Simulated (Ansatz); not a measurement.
# Calculations on TaH2SCl3F2

## 1. Relaxation

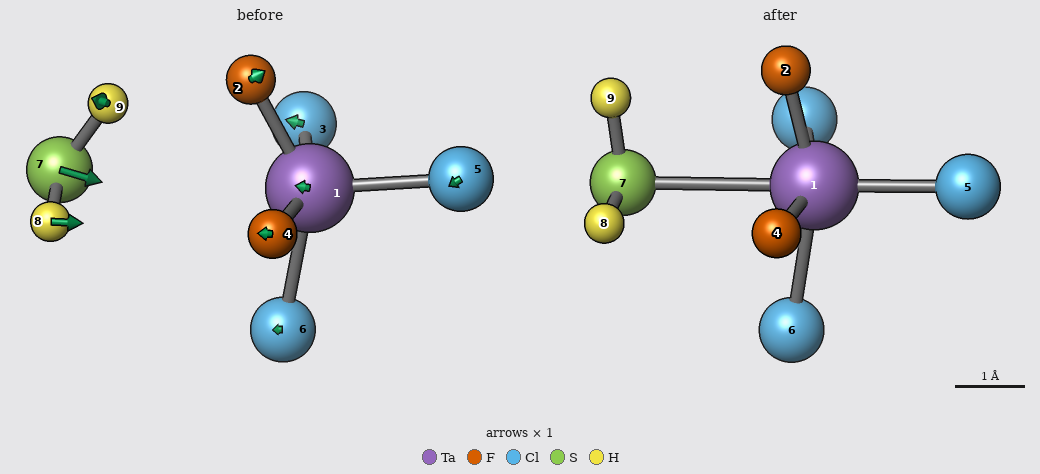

The structure of TaH₂SCl₃F₂ before (left) and after (right) a relaxation, at one scale. The green arrows give the displacements, at their true length.

A ball-and-stick model, seen at a tilt.

The run prepares an end point of a later path (reaction) calculation, from a guessed geometry.

These are results of RKS PBE0-D4/def2-SVP (Ansatz 0.2.0), not measurements.

The input:
```yaml
crystal:
  periodic: [false, false, false]
  atoms:
    - { symbol: Ta, position_ang: [-0.280408, 0.190965, 0.187195] }
    - { symbol: F, position_ang: [1.614222, 0.182798, 0.417174] }
    - { symbol: Cl, position_ang: [-0.392737, 0.675104, 2.449621] }
    - { symbol: F, position_ang: [0.12464, -0.696651, -1.417608] }
    - { symbol: Cl, position_ang: [-0.952082, 2.168017, -0.655671] }
    - { symbol: Cl, position_ang: [-2.144053, -1.12676, 0.346838] }
    - { symbol: S, position_ang: [1.41603, -2.869398, 1.353825] }
    - { symbol: H, position_ang: [1.336641, -3.411541, 0.118441] }
    - { symbol: H, position_ang: [2.178946, -1.807732, 0.911484] }
basis:
  gaussian: { orbitals: def2-SVP }
hamiltonian:
  xc: pbe0
  dispersion: d4
relax:
  f_tol: 0.03
  max_steps: 50
```

Command:
```bash
ansatz run input.yaml --threads 4 --pin off --max-ram 5120MiB --backend cpu --events-out ev --progress --plain --runs-dir out
```

Summarise the run.

The energy falls by 42.2 kJ/mol in 9 accepted moves (10 points after the start). Largest force component: 0.89 eV/Å at the start, 0.017 eV/Å at the end. The line search rejected the trial step at point 5 of the run. S7 moves most after the best rigid fit: 0.67 Å. Largest moves by element: S 0.67 Å, H 0.50 Å, F 0.31 Å, Cl 0.30 Å, Ta 0.24 Å. Some distances before and after: Ta1–S7 3.688 → 2.822 Å, Ta1–Cl6 2.288 → 2.332 Å, S7–H9 1.380 → 1.354 Å, Ta1–Cl5 2.252 → 2.274 Å. New bonds form, among them: Ta1–S7 (3.69 → 2.82 Å). Among the angles between lasting bonds that change: F2–Ta1–Cl6 142.9° → 158.9°, F2–Ta1–Cl5 110.2° → 100.1°, Cl5–Ta1–Cl6 106.8° → 100.7°.

## 2. Relaxation

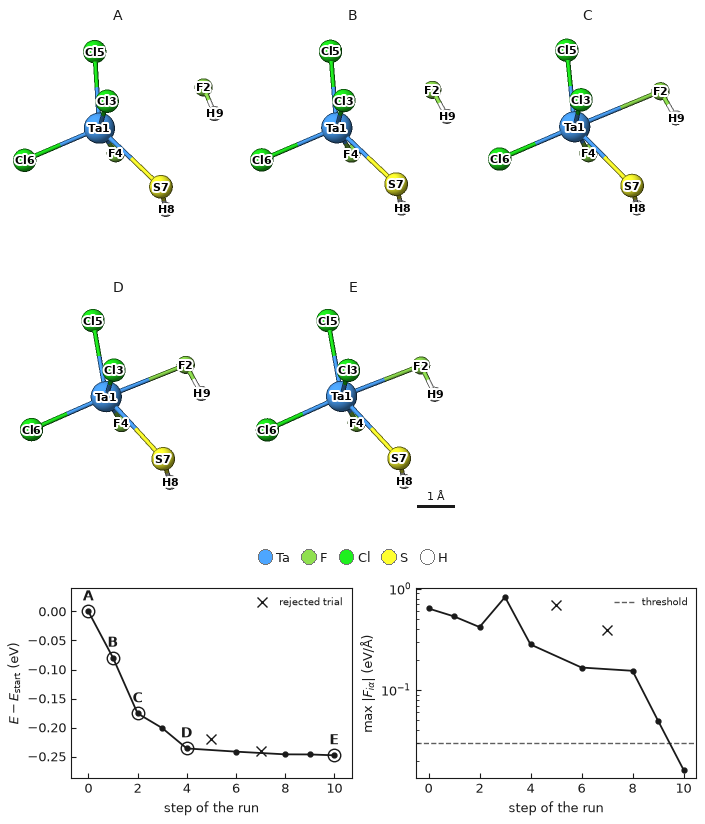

Frames of a relaxation of TaH$_{2}$SCl$_{3}$F$_{2}$, marked on the history of the run. The picture is a ball-and-stick view, seen face on.

The run prepares an end point of a later path (reaction) calculation, from a guessed geometry.

Method: Ansatz, RKS PBE0-D4/def2-SVP.

Input file:
```yaml
crystal:
  periodic: [false, false, false]
  atoms:
    - { symbol: Ta, position_ang: [-0.557241, -0.529318, 0.383822] }
    - { symbol: F, position_ang: [2.44947, 0.285322, 0.178601] }
    - { symbol: Cl, position_ang: [-0.370808, 0.155207, 2.585493] }
    - { symbol: F, position_ang: [-0.09978, -1.245498, -1.29127] }
    - { symbol: Cl, position_ang: [-0.416735, 1.604879, -0.433749] }
    - { symbol: Cl, position_ang: [-2.716301, -1.19199, 0.410581] }
    - { symbol: S, position_ang: [0.923253, -2.340977, 1.202238] }
    - { symbol: H, position_ang: [1.045388, -2.959964, 0.00354] }
    - { symbol: H, position_ang: [2.643953, -0.47286, 0.672044] }
basis:
  gaussian: { orbitals: def2-SVP }
hamiltonian:
  xc: pbe0
  dispersion: d4
relax:
  f_tol: 0.03
  max_steps: 50
```

Launched with:
```bash
ansatz run input.yaml --threads 4 --pin off --max-ram 5120MiB --backend cpu --events-out ev --progress --plain --runs-dir out
```

> Describe the path.

F2 moves most after the best rigid fit: 0.52 Å. By element the largest moves are F 0.52 Å, H 0.47 Å, Ta 0.23 Å, Cl 0.22 Å, S 0.09 Å. Near-neighbour distances that change, for instance: Ta1–F2 3.122 → 2.377 Å, Ta1–H9 3.215 → 2.585 Å, F2–H9 0.925 → 0.961 Å, Ta1–Cl5 2.290 → 2.302 Å. New bonds form, among them: Ta1–F2 (3.12 → 2.38 Å). Among the angles between lasting bonds that change: Cl5–Ta1–S7 139.7° → 149.2°, Cl5–Ta1–Cl6 109.7° → 104.6°, Cl6–Ta1–S7 110.6° → 106.2°. Over 8 accepted moves (10 points after the start) the energy falls by 0.248 eV. The largest force component goes from 0.64 to 0.016 eV/Å. The line search rejected the trial steps at points 5, 7 of the run. From step 0 to 1: F2 moves most (0.20 Å), energy −0.080 eV. From step 1 to 2: F2 moves most (0.20 Å), energy −0.096 eV. From step 2 to 4: H9 moves most (0.16 Å), energy −0.060 eV. From step 4 to 10: H9 moves most (0.06 Å), energy −0.012 eV.

Limits of the set-up: the start holds two separate molecules, 2.6 Å apart at their closest, whose relative position is a soft coordinate.

## 3. Path

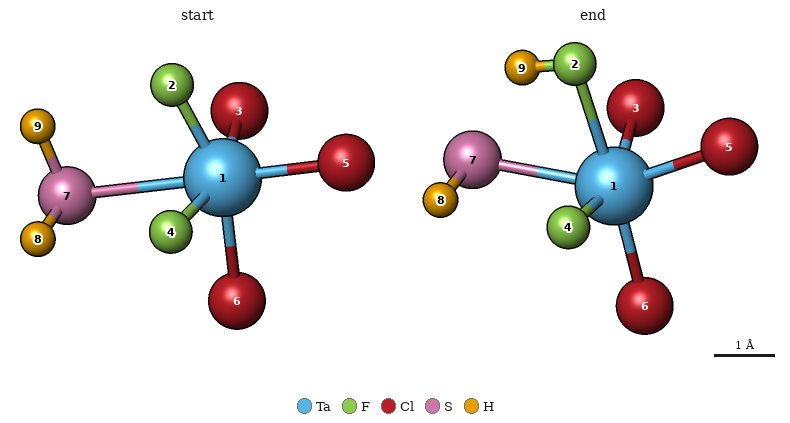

The two relaxed end points of a path for TaH$_{2}$SCl$_{3}$F$_{2}$. The picture is a ball-and-stick view, seen at a tilt.

Computed with RKS PBE0-D4/def2-SVP in Ansatz 0.2.0.

Run with 9 movable images; climbing image; force threshold 0.05 eV/Å; iteration limit 51.

Start:
```xyz
9

Ta   -0.1338    0.0083    0.2169
F     1.7038    0.4342    0.2519
Cl   -0.1945    0.4564    2.5039
F     0.2461   -0.8961   -1.3952
Cl   -0.9793    1.9492   -0.6139
Cl   -2.0733   -1.2757    0.3813
S     0.9689   -2.4019    1.1859
H     1.1091   -2.9922   -0.0237
H     2.2541   -1.9775    1.2041
```

End:
```xyz
9

Ta   -0.3365   -0.4277    0.3419
F     1.9754    0.1263    0.3568
Cl   -0.2775    0.1838    2.5775
F     0.1519   -1.1538   -1.3227
Cl   -0.3421    1.7328   -0.4530
Cl   -2.5024   -1.0735    0.2526
S     0.9292   -2.3741    1.2096
H     1.1022   -2.9819    0.0126
H     2.2010   -0.7270    0.7359
```

Predict the minimum-energy path and its barrier.

Answer. The energy climbs by 88.4 kJ/mol to image 9 and then falls by 11.9 kJ/mol, so the end point sits at +76.5 kJ/mol. A hydrogen atom shifts from one atom to another. Breaking: S7–H9 (1.35 → 1.65 at the top → 2.13 Å). Forming: F2–H9 (2.65 → 1.15 at the top → 0.96 Å). The band converged in 24 iterations. The largest component of the band force went from 6.2 to 0.039 eV/Å. The climbing image converged on the top of the path. Its vibrational analysis gives one imaginary mode (630i cm⁻¹), as a transition state must have.

Energies of the converged images:

| image | path (Å) | E (kJ/mol) |
| --- | --- | --- |
| 0 | 0.00 | 0.0 |
| 1 | 0.19 | 0.4 |
| 2 | 0.38 | 2.2 |
| 3 | 0.57 | 5.8 |
| 4 | 0.76 | 11.5 |
| 5 | 0.95 | 20.2 |
| 6 | 1.14 | 33.1 |
| 7 | 1.33 | 52.5 |
| 8 | 1.52 | 77.0 |
| 9 | 1.72 | 88.4 |
| 10 | 2.22 | 76.5 |

The geometry at the top of the path:

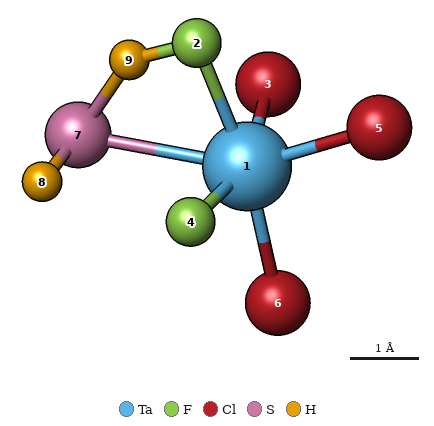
